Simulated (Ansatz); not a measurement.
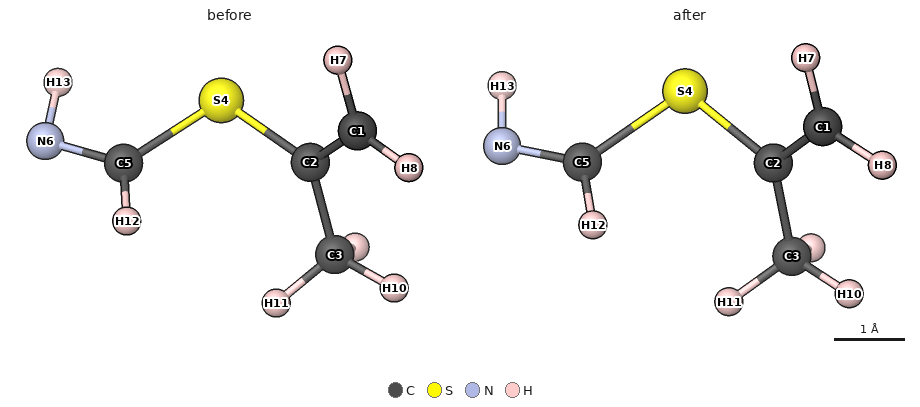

The structure of C4H7NS (coarse preliminary run) before (left) and after (right) a relaxation, at one scale.

A ball-and-stick model, seen from a free direction.

The start comes from a force field.

Computed with Ansatz 0.2.0, RKS PBE-D4/def2-SVP.

Input
```yaml
crystal:
  periodic: [false, false, false]
  atoms:
    - {symbol: C, position_ang: [-1.526600, -1.285200, -0.066000]}
    - {symbol: C, position_ang: [-0.448400, -0.615600, 0.277700]}
    - {symbol: C, position_ang: [0.849600, -1.314800, 0.311500]}
    - {symbol: S, position_ang: [-0.438400, 1.068600, 0.763200]}
    - {symbol: C, position_ang: [0.355000, 1.823100, -0.554400]}
    - {symbol: N, position_ang: [0.672100, 3.087900, -0.416600]}
    - {symbol: H, position_ang: [-2.510800, -0.734000, -0.083900]}
    - {symbol: H, position_ang: [-1.534600, -2.269900, -0.372800]}
    - {symbol: H, position_ang: [1.318100, -1.243500, 1.372600]}
    - {symbol: H, position_ang: [0.791200, -2.375700, 0.090900]}
    - {symbol: H, position_ang: [1.578000, -0.867700, -0.360500]}
    - {symbol: H, position_ang: [0.638700, 1.275900, -1.429400]}
    - {symbol: H, position_ang: [0.276600, 3.416300, 0.482400]}
basis:
  gaussian: {orbitals: def2-SVP}
hamiltonian: {xc: pbe, dispersion: d4}
relax: {f_tol: 0.03, max_steps: 200}
```

Launched with:
```bash
ansatz run in.yaml --threads 4 --pin off --events-out ev --progress --plain --max-ram 10444MiB
```

What changed between the two?

Answer. H13 moves most after the best rigid fit: 0.23 Å. By element the largest moves are H 0.23 Å, S 0.19 Å, C 0.14 Å, N 0.10 Å. Among the contacts that change: S4–C5 1.713 → 1.791 Å, C1–H8 1.031 → 1.102 Å, C3–H9 1.162 → 1.110 Å, C2–S4 1.753 → 1.798 Å. Bond angles that change, for instance: S4–C5–N6 117.1° → 126.9°, S4–C5–H12 121.8° → 113.3°, C1–C2–S4 124.5° → 118.0°. After 7 geometry steps the energy has fallen by 13.0 kcal/mol. The largest force component goes from 3.4 to 0.018 eV/Å.
